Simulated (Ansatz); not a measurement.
Start from PbSe in the rock salt structure (space group Fm-3m, No. 225; a = 6.1016 Å).

Now apply this change: the cell is scaled by 1.0163 in all directions, atoms relaxed at fixed cell.

All numbers come from PBEsol (Ansatz, a program for electronic structure), no spin-orbit coupling.

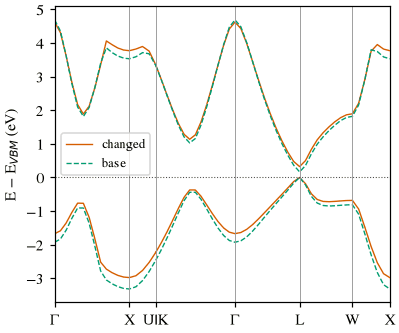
*Highest valence and lowest conduction band along the path, each from its own valence-band maximum*

### Question
From the figure, how large is the changed gap, and is it direct?

### Answer
About 0.3 eV, direct at L.

With Pb present, leaving out spin-orbit coupling can change the band edges. The cells carry an imposed strain or load. No phonon test of stability was made.
